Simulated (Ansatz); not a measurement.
## From TaN4H7 to TaNHCl3: predicting a member

Gas-phase molecules. On one Ta centre that keeps NH, n of the NH2 ligands are replaced by Cl. The dipole moment y in D at wB97M-V/def2-TZVPP. Shapes: PBE0-D4/def2-TZVP. Flexible molecules stand in one conformer, not always the lowest. Programs: Ansatz 0.2.0.

| molecule | n | y (D) |
| --- | --- | --- |
| TaN4H7 | 0 | 1.72 |
| TaN3H5Cl | 1 | ? |
| TaN2H3Cl2 | 2 | 2.72 |
| TaNHCl3 | 3 | 1.04 |

Question: Fit y = c + s·n to the known rows and predict TaN3H5Cl.

Answer: 
1. Means of the 3 rows: n = 1.66667, y = 1.827.
2. Σ(Δn)² = 4.6667, Σ(Δn·Δy) = -0.57333, so the slope is -0.57333/4.6667 = -0.12286.
3. Intercept: 1.827 − (-0.12286) × 1.66667 = 2.032. The largest residual of the fit is 0.93.
4. TaN3H5Cl: 2.032 + (-0.12286) × 1 = 1.91 D.

The run gave 2.98 D, so the prediction is off by -1.07 D, about the largest residual. The steps per swap are uneven (+1.26, -0.26, -1.68), so a line is a poor model. Dipoles add as vectors. Other levels give for TaN3H5Cl: PBE-D4/def2-TZVPP 3.00; B3LYP-D4/def2-TZVPP 3.00 D. For atoms past krypton def2 sets carry core potentials with scalar relativity. The series isn't monotonic at this level.

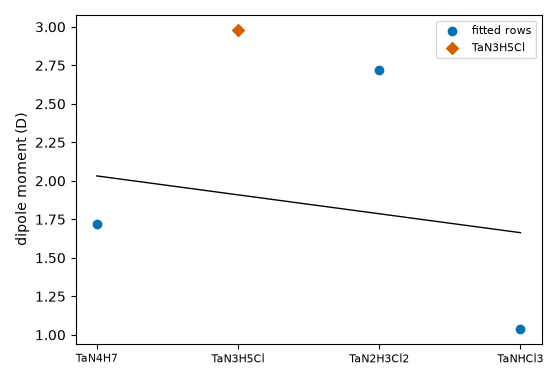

The fitted line, with the withheld member.
